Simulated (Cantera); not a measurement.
Input: 1 mol PbO, 360 mol H2, 1.9 mol N2, held at 16000 Pa.

Method: chemical equilibrium by Gibbs-energy minimisation in Cantera with the NASA 1993 tables (ideal gas, pure condensed phases). Candidate condensed phases: H2O, Pb, PbO, PbO2, Pb3O4; 27 gas species. Kinetics and transport are ignored.

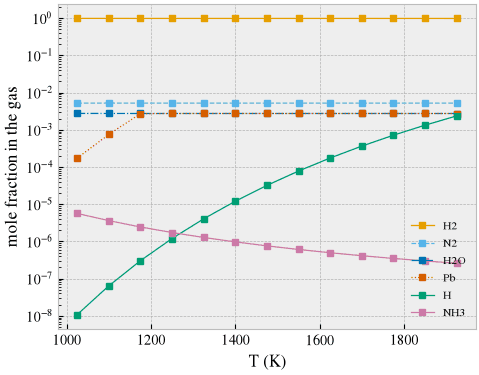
Fig. 1. Equilibrium gas composition (values under 1e-9 drawn at 1e-9)

From 1025 K to 1175 K the condensed part is Pb(l). From 1250 K to 1925 K nothing is condensed. The main Pb-bearing gas is Pb throughout.
